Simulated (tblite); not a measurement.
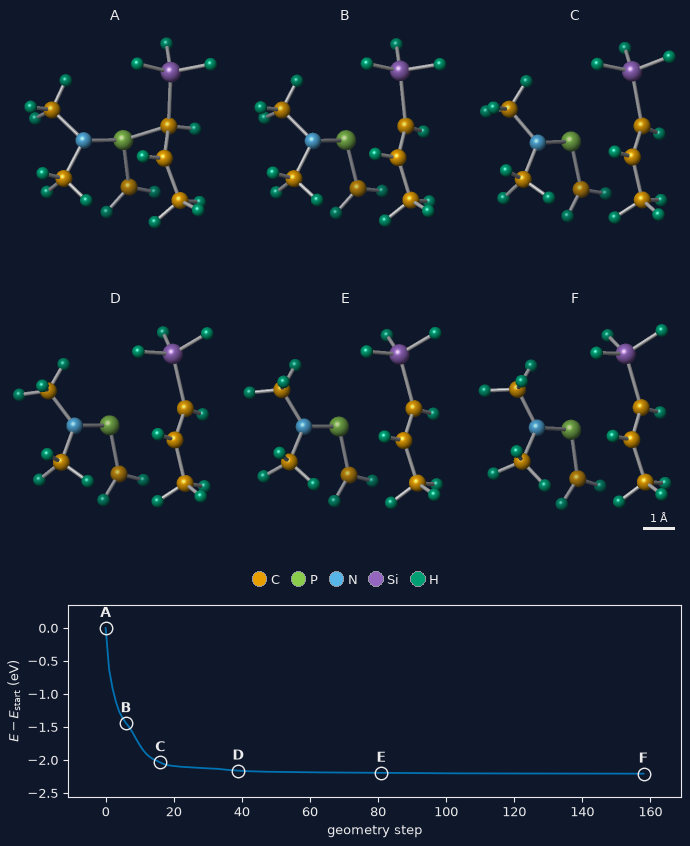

Frames of a relaxation of C₆H₁₆NPSi, marked on the history of the run. Style: ball-and-stick. Shown face on.

These are results of GFN2-xTB geometry optimisation, gas phase (tblite 0.8.0), not measurements. 

> Describe the path.

An H atom moves most after the best rigid fit: 1.07 Å. By element the largest moves are H 1.07 Å, P 1.00 Å, N 0.70 Å, C 0.67 Å, Si 0.30 Å. Among the contacts that change: C–P 1.732 → 3.241 Å, C–P 2.277 → 3.536 Å, P–Si 3.062 → 3.976 Å, C–C 1.461 → 1.327 Å. Bonds break: C–P (1.73 → 3.24 Å). Bond angles that change, for instance: Si–C–H 104.9° → 116.9°, C–C–Si 117.1° → 125.5°, C–N–C 108.7° → 114.7°. The energy falls by 2.205 eV in 158 geometry steps. From step 0 to 6: the P atom moves most (0.46 Å), energy −1.442 eV. From step 6 to 16: an H atom moves most (0.41 Å), energy −0.592 eV. From step 16 to 39: H atoms move most (0.36 Å), energy −0.126 eV. From step 39 to 81: an H atom moves most (0.39 Å), energy −0.033 eV. From step 81 to 158: an H atom moves most (0.34 Å), energy −0.013 eV.

```csv
step,"E − E(0), eV"
0,0.0000
1,-0.6245
2,-0.9094
3,-1.1152
4,-1.2688
5,-1.3657
6,-1.4420
7,-1.5070
8,-1.5917
9,-1.6854
10,-1.7717
18,-2.0747
26,-2.1136
33,-2.1322
41,-2.1665
49,-2.1776
57,-2.1831
65,-2.1871
72,-2.1887
80,-2.1925
88,-2.1955
96,-2.1986
103,-2.2007
111,-2.2017
119,-2.2025
127,-2.2036
135,-2.2041
142,-2.2049
150,-2.2052
158,-2.2055
```
